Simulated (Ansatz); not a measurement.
```xyz
6

F    -0.7679   -2.0875    0.4936
In   -0.2632   -0.2581    0.0621
S     2.0698    0.0813   -0.0340
S    -2.0731    1.2152   -0.2650
H     2.3001   -1.2104    0.2632
H    -1.2656    2.2595   -0.5199
```

Geometry: PBE0-D4/def2-TZVP; core potentials replace the inner electrons of In.

The calculation used RKS PBE0-D4/def2-TZVPP in Ansatz.

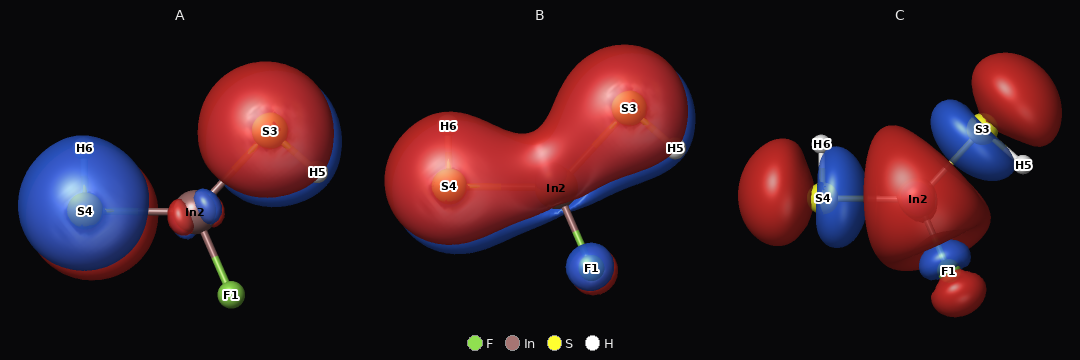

FH₂InS₂ (SMILES [F][In]([SH])[SH]). Three frontier orbitals at ±0.06 Å⁻³ᐟ² (red and blue are the two phases), in no order.

### Which picture is the HOMO−1, the HOMO and the LUMO?

B is the HOMO−1 (−8.32 eV). It lies mainly on S4 (about 45 %), S3 (about 40 %) and In2 (about 15 %); it changes sign across the molecular plane (π type); π-bonding across In2–S3. A is the HOMO (−7.93 eV). Its weight (Hirshfeld) is mainly on S3 (about 50 %), S4 (about 40 %) and In2 (about 5 %); it changes sign across the molecular plane (π type). C is the LUMO (−2.11 eV). Its weight (Hirshfeld) is mainly on In2 (about 45 %), S4 (about 20 %), S3 (about 20 %) and F1 (about 10 %); it is symmetric in the molecular plane (an in-plane orbital: σ, lone-pair or in-plane π type).

### What is the HOMO–LUMO gap?

5.82 eV between the orbital energies.
